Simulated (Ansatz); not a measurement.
**CH7NSSi: density, localisation and related maps**

Input

```
crystal:
  periodic: [false, false, false]
  atoms:
    - { symbol: "N", position_ang: [-0.7752, 1.062, 0.6214] }
    - { symbol: C, position_ang: [-0.1951, 0.3318, -0.4584] }
    - { symbol: Si, position_ang: [1.1375, -0.7808, 0.1621] }
    - { symbol: S, position_ang: [-1.3991, -0.6568, -1.2579] }
    - { symbol: H, position_ang: [-0.1751, 1.8124, 0.9302] }
    - { symbol: H, position_ang: [-1.6125, 1.6279, 0.2041] }
    - { symbol: H, position_ang: [-0.72111, 0.11059, 1.03793] }
    - { symbol: H, position_ang: [1.8986, -1.4656, -0.9485] }
    - { symbol: H, position_ang: [0.6639, -1.7912, 1.1708] }
    - { symbol: H, position_ang: [2.2035, 0.0295, 0.9068] }
    - { symbol: H, position_ang: [-1.9231, -1.249, -0.1068] }
basis:
  gaussian: { orbitals: def2-SVP }
hamiltonian:
  xc: b3lyp
  dispersion: d4
relax:
  f_tol: 0.02
  max_steps: 50
output:
  orbitals: {}
```

Command:

```sh
ansatz run input.yaml --threads 2 --pin off --max-ram 3072MiB --backend cpu --events-out ev --progress --plain --runs-dir out
```

The fields are those of the relaxed geometry.

The calculation used Ansatz 0.2.0, RKS B3LYP-D4/def2-SVP.

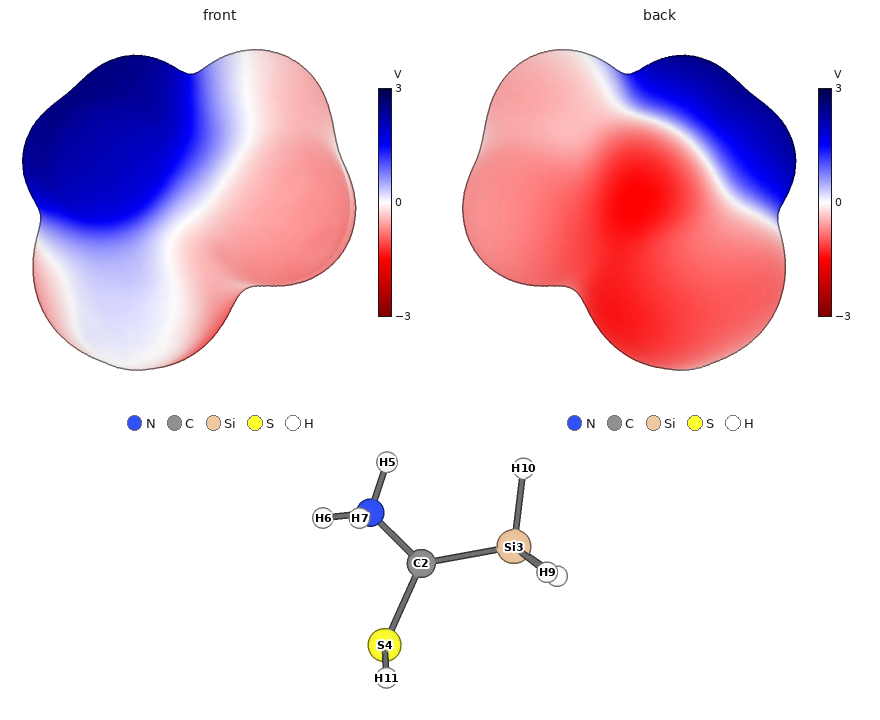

Figure 1. The molecular electrostatic potential painted on the density surface at 0.001 e/bohr³, seen from the front and from behind; red is negative and blue positive. The bare structure is drawn below in the same view.

Describe the electrostatic potential map.

Answer. The most negative region (about −1.5 V) lies over C2, the most positive (about +2.5 V) over N1 and H5.

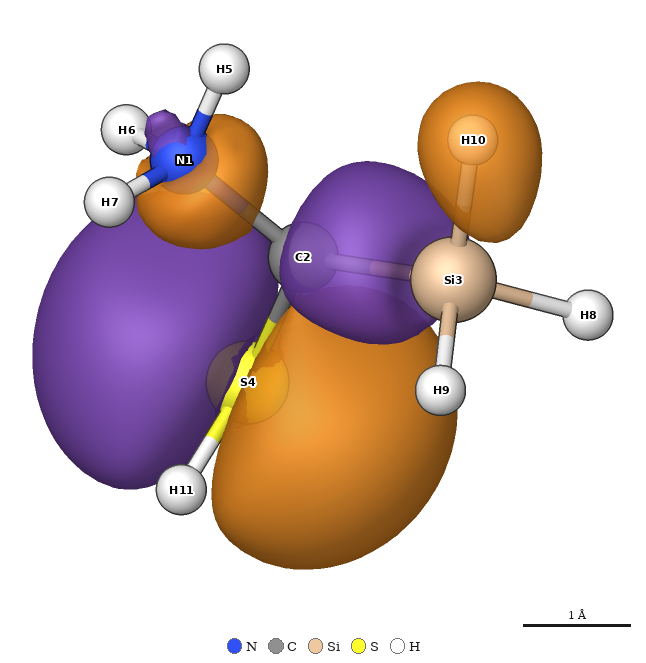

Figure 2. The HOMO−1 at ±0.08 Å⁻³ᐟ² (orange and purple are the two phases), seen at a tilt.

Where does this orbital lie, and at what energy?

Answer. It lies mainly on S4 (about 75 %) and C2 (about 5 %); largely a lone pair of S4. Its energy is −6.15 eV.
